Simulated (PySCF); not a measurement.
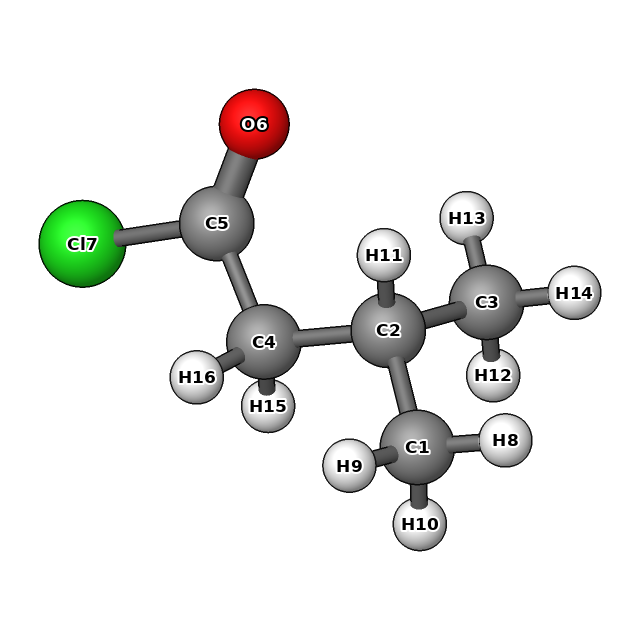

The thickness of each stick grows with its Mayer bond order. Computed geometry: GFN2-xTB optimisation. No frequency run is at hand to confirm it as a minimum. Level of theory: PBE0/pcSseg-1 (PySCF 2.14.0).

List the Mayer bond orders of C1–C2, C2–C3, C2–C4, C4–C5, C5–O6, C5–Cl7 (bonds between heavy atoms, one of each equivalent set).

```
  bond  Mayer order  length (Å)
 C1–C2         1.04       1.526
 C2–C3         1.02       1.526
 C2–C4         0.98       1.535
 C4–C5         0.94       1.489
 C5–O6         2.07       1.182
C5–Cl7         0.96       1.784
```
